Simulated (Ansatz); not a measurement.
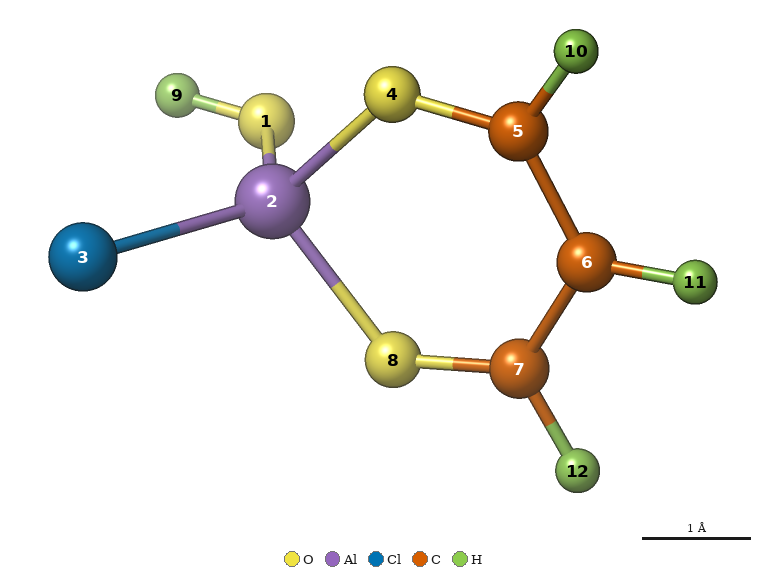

Orthographic view. Depth is shown by fading: the farther an atom, the more it takes the colour of the background. The computed structure is the end point of a PBE-D4/def2-SVP optimisation. No frequency run is at hand to confirm it as a minimum.

Write a Z-matrix (Å, degrees) in the order of the atom numbers, with these reference atoms: 2 to 1; 3 to 2, 1; 4 to 2, 1, 3; 5 to 4, 2, 1; 6 to 5, 4, 2; 7 to 6, 5, 4; 8 to 7, 6, 5; 9 to 1, 2, 8; 10 to 5, 4, 2; 11 to 6, 7, 8; 12 to 7, 8, 2.

```
O  
Al   1   1.714
Cl   2   2.121   1   121.9
O    2   1.856   1   108.7   3  -128.7
C    4   1.283   2   125.7   1  -107.4
C    5   1.406   4   125.6   2    -2.7
C    6   1.405   5   121.7   4    -0.3
O    7   1.283   6   125.7   5     0.3
H    1   0.968   2   122.9   8   130.8
H    5   1.112   4   115.5   2   177.6
H    6   1.098   7   119.1   8   180.0
H    7   1.112   8   115.5   2  -177.6
```
